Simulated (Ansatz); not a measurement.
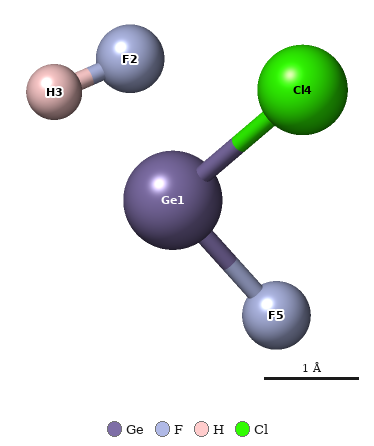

Fig. 1: The structure as given in the input (ball-and-stick view, seen at an oblique angle; atoms are numbered from 1 in the order of the input). Sticks mark near contacts. Bond lengths as drawn: Cl–Ge 2.19 Å, F–Ge 1.75 Å and F–H 0.92 Å.

## Geometry relaxation, with input and output: GeHClF₂ (part 1 of 2)

System: GeHClF₂.
Method: RKS PBE0/def2-SVP (Ansatz 0.2.0).

It belongs to a series of runs on one base structure; here: end point B relaxed. Figures and captions count atoms from 1; the log counts them from 0 in places.

Input file
```yaml
crystal:
  periodic: [false, false, false]
  atoms:
    - { symbol: Ge, position_ang: [-0.015104, 0.038505, -0.797255] }
    - { symbol: F, position_ang: [1.454539, 0.077972, 1.673059] }
    - { symbol: H, position_ang: [2.060972, -0.124285, 1.007049] }
    - { symbol: Cl, position_ang: [-1.412518, 1.717613, -0.690311] }
    - { symbol: F, position_ang: [-1.14879, -1.269205, -0.527742] }
basis:
  gaussian: { orbitals: def2-SVP }
hamiltonian:
  xc: pbe0
relax:
  f_tol: 0.03
  max_steps: 50
output:
  orbitals: {}
```

Machine: 2 threads of Arm Neoverse V1, 24 GiB of memory available, shared host.

Launched with:
```bash
ansatz run input.yaml --threads 2 --pin off --max-ram 3072MiB --backend cpu --events-out ev --progress --plain --runs-dir out
```

Log
```
The last accepted step is kept in [file] (removed where the run ends without a failure and the disk answers)
Engine: ansatz 0.2.0, aarch64-unknown-linux-gnu
Functional definition: PBE0
  parameter a = 0.25
  parameter kappa = 0.804
  parameter beta = 0.06672455060314922
  exchange = (1 - a)*pbe_x(kappa = kappa, mu = beta*pi^2/3) + a*exact_x
  correlation = pbe_c(beta = beta)
840 factors; integrals over basis functions are off by at most 3.4e-4 eV
mean field evaluation 1: about -74457.7293 eV, gradient 4.5e1 eV
mean field evaluation 2: about -74448.6440 eV, gradient 8.8e1 eV
mean field evaluation 4: about -74461.1149 eV, gradient 2.7e0 eV
mean field evaluation 8: about -74461.1381 eV, gradient 1.6e-1 eV
mean field evaluation 16: about -74461.1382 eV, gradient 4.6e-5 eV
mean field -74461.13815647 eV, -2736.3963556782 hartree, gradient 4.6e-5 eV, S^2 0.000000; 0 other end points of the search recorded, 0 dependent functions left out
the calculation of the forces begins
reference -74461.13817649 eV, -2736.3963564140 hartree; 34, 34 occupied and 49, 49 virtual orbitals, 840 factors
relax step   1: F+E_penalty+E_count = -74461.13815647 eV  Δ(F+E_penalty+E_count) = +0.000e0 eV  max|allowed force component| = 1.798e-1 eV/Å  Δτ_max = 0.0000 Å  (26 SCF iters, accepted)
these checks for a lower state are left out or cut short: starts, cluster_reference, orbital_swaps, neighbouring_geometries, increment
840 factors; integrals over basis functions are off by at most 3.8e-4 eV
mean field -74461.07015982 eV, -2736.3938568474 hartree, gradient 1.2e-5 eV, S^2 0.000000; 0 other end points of the search recorded, 0 dependent functions left out
[... from here on the field's lines of each further geometry are left out, up to the last ...]
relax step   2: F+E_penalty+E_count = -74461.07015982 eV  Δ(F+E_penalty+E_count) = +6.800e-2 eV  max|allowed force component| = 2.772e0 eV/Å  Δτ_max = 0.1950 Å  (35 SCF iters, rejected (line search))
relax step   3: F+E_penalty+E_count = -74461.16076048 eV  Δ(F+E_penalty+E_count) = -2.260e-2 eV  max|allowed force component| = 5.949e-1 eV/Å  Δτ_max = 0.0950 Å  (30 SCF iters, accepted)
relax step   4: F+E_penalty+E_count = -74461.18269851 eV  Δ(F+E_penalty+E_count) = -2.194e-2 eV  max|allowed force component| = 8.301e-1 eV/Å  Δτ_max = 0.0975 Å  (29 SCF iters, accepted)
relax step   5: F+E_penalty+E_count = -74461.20450546 eV  Δ(F+E_penalty+E_count) = -2.181e-2 eV  max|allowed force component| = 1.208e0 eV/Å  Δτ_max = 0.1445 Å  (35 SCF iters, accepted)
relax step   6: F+E_penalty+E_count = -74461.20285706 eV  Δ(F+E_penalty+E_count) = +1.648e-3 eV  max|allowed force component| = 1.778e0 eV/Å  Δτ_max = 0.1784 Å  (29 SCF iters, rejected (line search))
relax step   7: F+E_penalty+E_count = -74461.23857795 eV  Δ(F+E_penalty+E_count) = -3.407e-2 eV  max|allowed force component| = 3.838e-1 eV/Å  Δτ_max = 0.0891 Å  (30 SCF iters, accepted)
relax step   8: F+E_penalty+E_count = -74461.24877607 eV  Δ(F+E_penalty+E_count) = -1.020e-2 eV  max|allowed force component| = 2.726e-1 eV/Å  Δτ_max = 0.0971 Å  (30 SCF iters, accepted)
relax step   9: F+E_penalty+E_count = -74461.25121225 eV  Δ(F+E_penalty+E_count) = -2.436e-3 eV  max|allowed force component| = 4.474e-1 eV/Å  Δτ_max = 0.0884 Å  (29 SCF iters, accepted)
relax step  10: F+E_penalty+E_count = -74461.25833542 eV  Δ(F+E_penalty+E_count) = -7.123e-3 eV  max|allowed force component| = 4.883e-1 eV/Å  Δτ_max = 0.1388 Å  (28 SCF iters, accepted)
relax step  11: F+E_penalty+E_count = -74461.25961217 eV  Δ(F+E_penalty+E_count) = -1.277e-3 eV  max|allowed force component| = 4.694e-1 eV/Å  Δτ_max = 0.0180 Å  (30 SCF iters, accepted)
relax step  12: F+E_penalty+E_count = -74461.21668800 eV  Δ(F+E_penalty+E_count) = +4.292e-2 eV  max|allowed force component| = 1.833e0 eV/Å  Δτ_max = 0.1542 Å  (30 SCF iters, rejected (line search))
relax step  13: F+E_penalty+E_count = -74461.26959124 eV  Δ(F+E_penalty+E_count) = -9.979e-3 eV  max|allowed force component| = 8.473e-2 eV/Å  Δτ_max = 0.0768 Å  (29 SCF iters, accepted)
relax step  14: F+E_penalty+E_count = -74461.28013644 eV  Δ(F+E_penalty+E_count) = -1.055e-2 eV  max|allowed force component| = 3.796e-1 eV/Å  Δτ_max = 0.1000 Å  (30 SCF iters, accepted)
relax step  15: F+E_penalty+E_count = -74461.23521560 eV  Δ(F+E_penalty+E_count) = +4.492e-2 eV  max|allowed force component| = 2.250e0 eV/Å  Δτ_max = 0.1458 Å  (29 SCF iters, rejected (line search))
relax step  16: F+E_penalty+E_count = -74461.29249447 eV  Δ(F+E_penalty+E_count) = -1.236e-2 eV  max|allowed force component| = 2.878e-1 eV/Å  Δτ_max = 0.0728 Å  (29 SCF iters, accepted)
relax step  17: F+E_penalty+E_count = -74461.30666452 eV  Δ(F+E_penalty+E_count) = -1.417e-2 eV  max|allowed force component| = 4.681e-1 eV/Å  Δτ_max = 0.0733 Å  (29 SCF iters, accepted)
relax step  18: F+E_penalty+E_count = -74461.33267315 eV  Δ(F+E_penalty+E_count) = -2.601e-2 eV  max|allowed force component| = 4.215e-1 eV/Å  Δτ_max = 0.1125 Å  (30 SCF iters, accepted)
relax step  19: F+E_penalty+E_count = -74461.37850898 eV  Δ(F+E_penalty+E_count) = -4.584e-2 eV  max|allowed force component| = 5.160e-1 eV/Å  Δτ_max = 0.1688 Å  (29 SCF iters, accepted)
relax step  20: F+E_penalty+E_count = -74461.37272342 eV  Δ(F+E_penalty+E_count) = +5.786e-3 eV  max|allowed force component| = 2.272e0 eV/Å  Δτ_max = 0.1956 Å  (34 SCF iters, rejected (line search))
relax step  21: F+E_penalty+E_count = -74461.41543193 eV  Δ(F+E_penalty+E_count) = -3.692e-2 eV  max|allowed force component| = 5.490e-1 eV/Å  Δτ_max = 0.0953 Å  (29 SCF iters, accepted)
relax step  22: F+E_penalty+E_count = -74461.45050229 eV  Δ(F+E_penalty+E_count) = -3.507e-2 eV  max|allowed force component| = 6.313e-1 eV/Å  Δτ_max = 0.0978 Å  (29 SCF iters, accepted)
relax step  23: F+E_penalty+E_count = -74461.48922810 eV  Δ(F+E_penalty+E_count) = -3.873e-2 eV  max|allowed force component| = 8.538e-1 eV/Å  Δτ_max = 0.1466 Å  (29 SCF iters, accepted)
relax step  24: F+E_penalty+E_count = -74461.51621462 eV  Δ(F+E_penalty+E_count) = -2.699e-2 eV  max|allowed force component| = 2.420e-1 eV/Å  Δτ_max = 0.1222 Å  (30 SCF iters, accepted)
relax step  25: F+E_penalty+E_count = -74461.52422772 eV  Δ(F+E_penalty+E_count) = -8.013e-3 eV  max|allowed force component| = 2.314e-1 eV/Å  Δτ_max = 0.0918 Å  (29 SCF iters, accepted)
relax step  26: F+E_penalty+E_count = -74461.53293304 eV  Δ(F+E_penalty+E_count) = -8.705e-3 eV  max|allowed force component| = 1.151e-1 eV/Å  Δτ_max = 0.0399 Å  (30 SCF iters, accepted)
relax step  27: F+E_penalty+E_count = -74461.53327563 eV  Δ(F+E_penalty+E_count) = -3.426e-4 eV  max|allowed force component| = 1.143e-1 eV/Å  Δτ_max = 0.0152 Å  (30 SCF iters, accepted)
the calculation of the forces begins
reference -74461.53401704 eV, -2736.4109032856 hartree; 34, 34 occupied and 49, 49 virtual orbitals, 840 factors
relax step  28: F+E_penalty+E_count = -74461.53399731 eV  Δ(F+E_penalty+E_count) = -7.217e-4 eV  max|allowed force component| = 1.590e-2 eV/Å  Δτ_max = 0.0056 Å  (31 SCF iters, accepted)
840 factors; integrals over basis functions are off by at most 5.9e-4 eV
mean field evaluation 224: about -74461.5340 eV, gradient 4.0e-5 eV
```

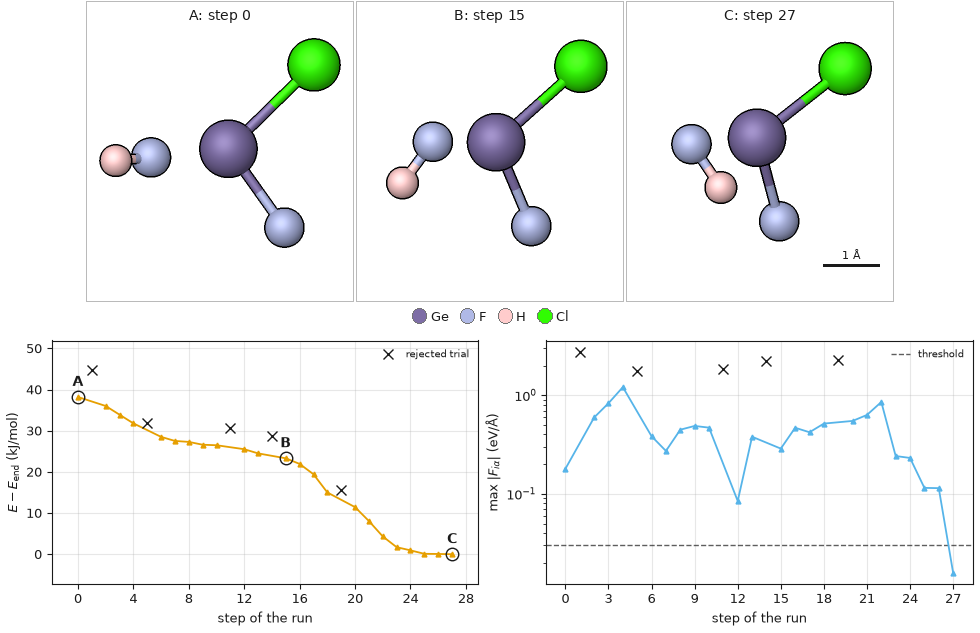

Fig. 2: Frames of the relaxation (ball-and-stick view, seen at a tilt) above the curves, on which the letters mark them (the first geometry is step 0 here and step 1 in the log).

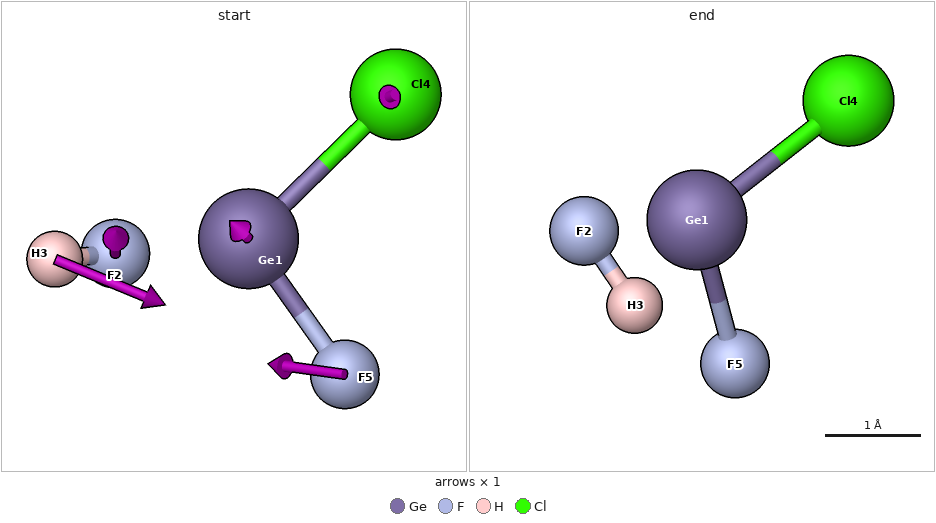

Fig. 3: Before (left) and after (right) the relaxation, at one scale (ball-and-stick view, seen at a tilt). The pink arrows give the displacements, at true length. After 27 geometry steps the energy has fallen by 38.2 kJ/mol. The largest force component goes from 0.18 to 0.016 eV/Å. The line search rejected the trial steps at points 1, 5, 11, 14, 19 (counted from 0) and went back. H3 moves most after the best rigid fit: 1.27 Å. Largest moves by element: H 1.27 Å, F 1.04 Å, Ge 0.37 Å, Cl 0.36 Å. Among the contacts that change: Ge1–F5 1.752 → 1.816 Å, F2–H3 0.923 → 0.949 Å, Ge1–Cl4 2.187 → 2.192 Å. (Atoms are counted from 1 in the order of the input.)

```
mean field -74461.53399731 eV, -2736.4109025608 hartree, gradient 1.3e-5 eV, S^2 0.000000; 1 other end points of the search recorded, 0 dependent functions left out
the calculation of the forces begins
reference -74461.53401704 eV, -2736.4109032856 hartree; 34, 34 occupied and 49, 49 virtual orbitals, 840 factors
Total energy: -74461.53401704 eV, -2736.4109032856 hartree
Atom 0 at     0.097306     0.149713    -1.064208 Å, force     0.001511     0.003379     0.011005 eV/Å
Atom 1 at     1.502309     0.284999     0.836594 Å, force     0.015903     0.005957    -0.000171 eV/Å
Atom 2 at     0.941326    -0.448248     1.055577 Å, force    -0.011880    -0.007413    -0.007535 eV/Å
Atom 3 at    -1.333942     1.621035    -0.295793 Å, force    -0.005331     0.001069    -0.005729 eV/Å
Atom 4 at    -0.267900    -1.166900     0.132631 Å, force    -0.000202    -0.002991     0.002430 eV/Å
Dipole moment:     0.228314    -0.171915    -0.207379 e Å
```

Trajectory as extended XYZ (Å, eV, eV/Å), 28 frames, from step=1 to step=28
```
5
Properties=species:S:1:pos:R:3:forces:R:3 step=1 energy=-74461.13816
Ge   -0.0151    0.0385   -0.7973   -0.0558  -0.0246   0.0356
F     1.4545    0.0780    1.6731   -0.1798   0.0011  -0.1246
H     2.0610   -0.1243    1.0070    0.1645  -0.0136   0.0491
Cl   -1.4125    1.7176   -0.6903    0.0187   0.0100   0.0174
F    -1.1488   -1.2692   -0.5277    0.0524   0.0270   0.0226
5
Properties=species:S:1:pos:R:3:forces:R:3 step=2 energy=-74461.07016 accepted=F
Ge   -0.0297    0.0487   -0.7995    0.2385  -0.0924  -0.1657
F     1.3242    0.0590    1.5293    2.6917  -0.5965  -1.3934
H     2.2032   -0.1280    1.1057   -2.7723   0.5978   1.3759
Cl   -1.4199    1.7319   -0.6800   -0.1084   0.0906   0.0865
F    -1.1387   -1.2710   -0.4906   -0.0495   0.0005   0.0966
5
Properties=species:S:1:pos:R:3:forces:R:3 step=3 energy=-74461.16076
Ge   -0.0195    0.0415   -0.7917    0.1113  -0.0375  -0.0733
F     1.3906    0.0724    1.6030    0.5163  -0.1824  -0.5949
H     2.1216   -0.1259    1.0480   -0.5577   0.1749   0.5522
Cl   -1.4111    1.7243   -0.6824   -0.0494   0.0507   0.0508
F    -1.1424   -1.2716   -0.5120   -0.0205  -0.0056   0.0653
5
Properties=species:S:1:pos:R:3:forces:R:3 step=4 energy=-74461.18270
Ge   -0.0157    0.0452   -0.8195    0.0797  -0.0617  -0.1052
F     1.3364    0.0486    1.5255    0.7676  -0.1741  -0.5188
H     2.1633   -0.1169    1.1038   -0.8301   0.1752   0.4917
Cl   -1.4133    1.7247   -0.6698   -0.0329   0.0613   0.0643
F    -1.1316   -1.2610   -0.4751    0.0157  -0.0007   0.0681
5
Properties=species:S:1:pos:R:3:forces:R:3 step=5 energy=-74461.20451
Ge   -0.0095    0.0389   -0.9578   -0.3736  -0.2406   0.3099
F     1.2433    0.0352    1.4159    1.1471  -0.1790  -0.5068
H     2.1488   -0.1099    1.1732   -1.2080   0.1921   0.3776
Cl   -1.3759    1.7296   -0.5931    0.1195  -0.0679  -0.0158
F    -1.0676   -1.2533   -0.3733    0.3150   0.2954  -0.1650
5
Properties=species:S:1:pos:R:3:forces:R:3 step=6 energy=-74461.20286 accepted=F
Ge   -0.0175    0.0458   -0.9416    0.1066  -0.1537  -0.1842
F     1.1966    0.0394    1.2438    1.7078  -0.2676   0.1473
H     2.1430   -0.1253    1.2660   -1.7776   0.2998  -0.0979
Cl   -1.3626    1.7431   -0.5693   -0.0508   0.0357   0.1008
F    -1.0205   -1.2623   -0.3342    0.0140   0.0858   0.0340
```
